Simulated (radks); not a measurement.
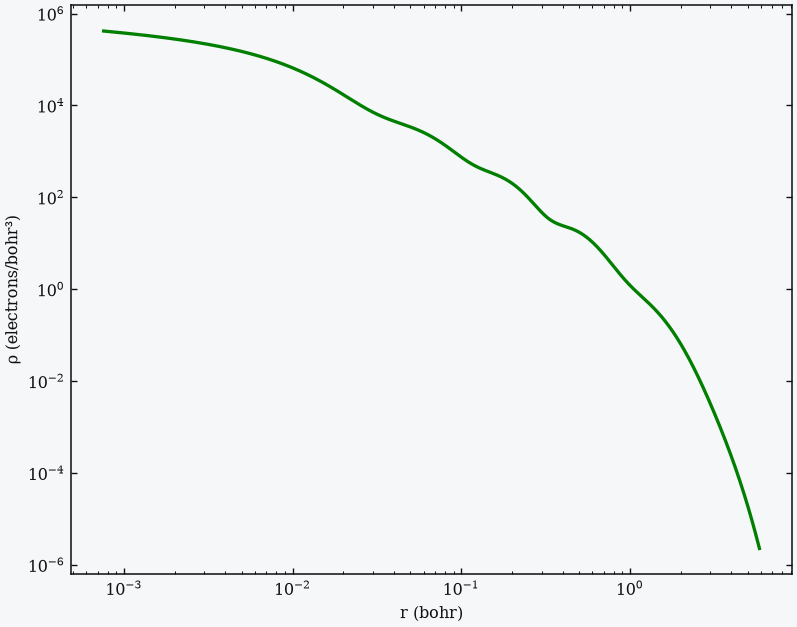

The dysprosium ion Dy³⁺ in the configuration [Kr] 4d10 4f9 5s1 5p6 5d1 (open shells shared over both j by 2j + 1). Theory: Dirac Kohn-Sham, SOGGA, spin-unpolarised, spherical densities, finite nucleus (computed with the in-house radial solver radks).

The plot shows the electron density ρ(r) on a logarithmic scale.

What does the plot show?

Answer. The density falls from 420000 electrons/bohr³ at the inner end (r = 0.00076 bohr) to 0.001 at r = 3.43 bohr, a common measure of the size of an atom or ion. The highest occupied orbital, 5d5/2 (⟨r⟩ = 2.06 bohr, −26.2 eV), is also the most diffuse and sets the fall-off far out: over the last part drawn ln ρ falls by 2.5 per bohr, against 2√(−2ε) = 2.8 for the pure exponential. The steps in the slope mark the shells; the radial density has its minima at 0.028, 0.12 and 0.35 bohr.
